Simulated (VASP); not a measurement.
Band structure of YN (rock salt). These are LDA (Ceperley-Alder, Perdew-Zunger) with spin-orbit coupling, VASP's LDA PAW potentials (set 64) (plane waves; VASP 6.6.1) values and carry that method's errors.

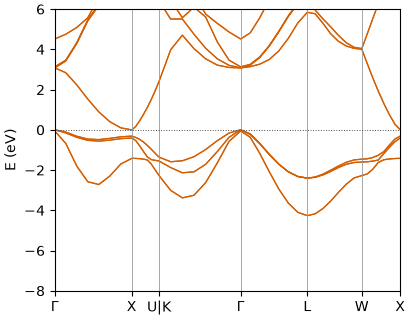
Figure: Bands along high-symmetry lines, zero at the valence-band maximum or, without a gap, the Fermi level

Q: Read the plot: is there a gap, and where are the band edges?

A: It has no gap at this level: it comes out as a metal or semimetal.

The compound is YN in the rock salt structure. It was relaxed first.
